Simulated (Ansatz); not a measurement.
**C$_{2}$H$_{5}$In···H$_{2}$: density, localisation and related maps**

Input

```
crystal:
  periodic: [false, false, false]
  atoms:
    - {symbol: In, position_ang: [-0.104360, 0.401083, 0.500719]}
    - {symbol: H, position_ang: [-0.890847, -0.846899, -2.018921]}
    - {symbol: C, position_ang: [-0.361731, 2.158974, -0.366833]}
    - {symbol: H, position_ang: [-0.517117, -0.214076, -2.172926]}
    - {symbol: C, position_ang: [0.726998, -1.443949, 1.131561]}
    - {symbol: H, position_ang: [-1.164549, 2.204459, -1.101395]}
    - {symbol: H, position_ang: [-0.318039, 3.032527, 0.281257]}
    - {symbol: H, position_ang: [-0.063588, -2.163724, 1.342203]}
    - {symbol: H, position_ang: [1.305568, -1.284333, 2.043289]}
    - {symbol: H, position_ang: [1.387465, -1.843963, 0.361149]}
basis:
  gaussian: {orbitals: def2-TZVPP}
hamiltonian: {xc: pbe0, dispersion: d4}
output: {orbitals: {seedname: orbitals}}
```

Launched as:

```sh
ansatz run in.yaml --threads 4 --pin off --events-out ev --progress --plain --max-ram 9574MiB
```

The product side of a reaction path; geometry: PBE0-D4/def2-TZVP; core potentials replace the inner electrons of In.

Theory: RKS PBE0-D4/def2-TZVPP (Ansatz 0.2.0).

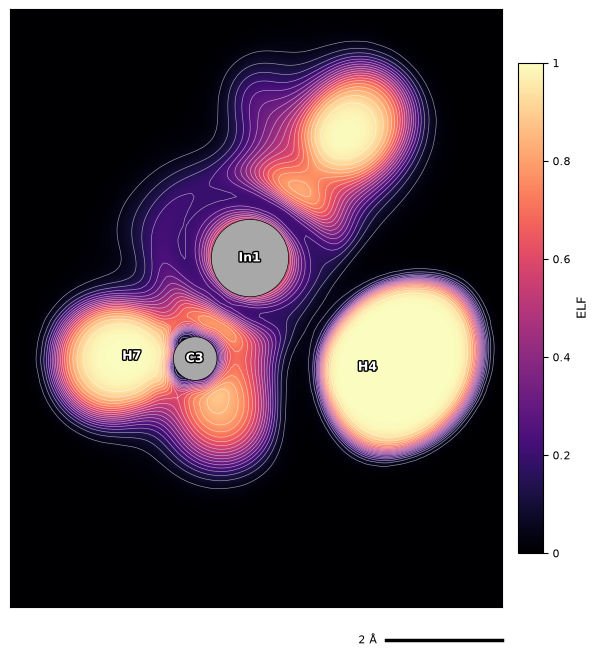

Figure 1. Electron localisation function on the plane of atoms In1, C3 and H7. Grey discs cover the atomic cores.

Q: Read the bonding off the picture.

A: The plane passes through In, C and H nuclei. In1···H4 (2.77 Å): the ELF dips to about 0.05 between them. C–In (1.98 Å): the ELF peaks at about 0.80 in the valence shell of C, 0.7 Å from its nucleus, and drops to about 0.25 between the two atoms. C–H (1.09 Å): the ELF climbs to about 1 towards the hydrogen, as it does in any bond to H (an ordinary covalent bond to hydrogen).

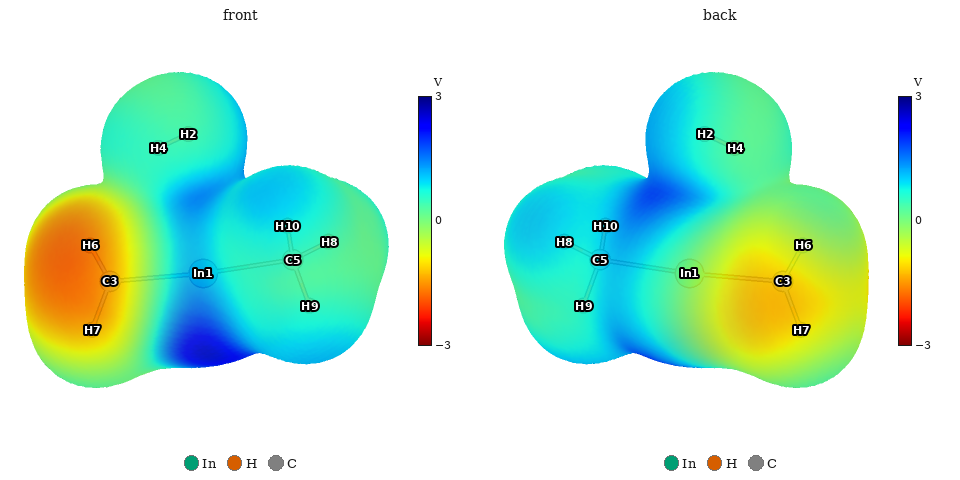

Figure 2. The electrostatic potential painted on the density surface at 0.002 e/bohr³, seen from the front and from behind; red is negative and blue positive.

Q: Describe the electrostatic potential map.

A: The most negative region (about −1.9 V) lies over C3, the most positive (about +2.5 V) over In1.

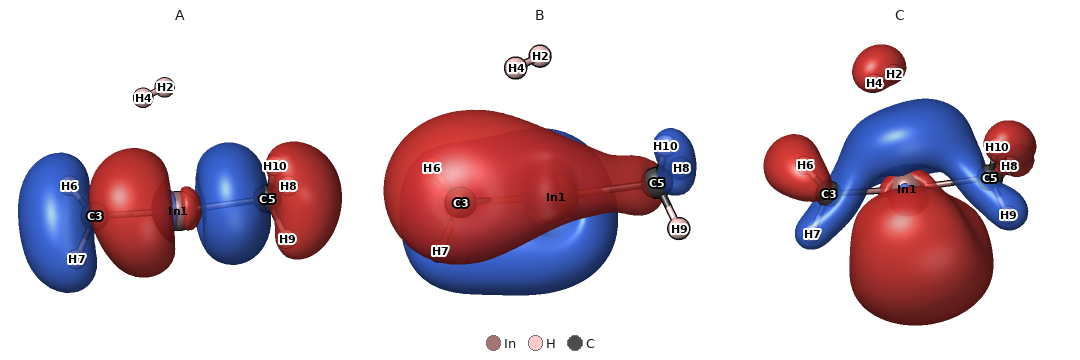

Figure 3. Three frontier orbitals at ±0.06 Å⁻³ᐟ² (blue and red are the two phases), in no order.

Q: Order the three orbitals by energy and name them.

A: A is the HOMO−1 (−7.99 eV). By Hirshfeld shares it lies mainly on C3 (about 30 %), C5 (about 25 %) and In1 (about 25 %). B is the HOMO (−5.11 eV). By Hirshfeld shares it lies mainly on C3 (about 55 %) and In1 (about 30 %). C is the LUMO (−0.93 eV). By Hirshfeld shares it lies mainly on In1 (about 70 %), C3 (about 10 %) and C5 (about 5 %).

Q: What is the HOMO–LUMO gap?

A: 4.18 eV between the orbital energies.
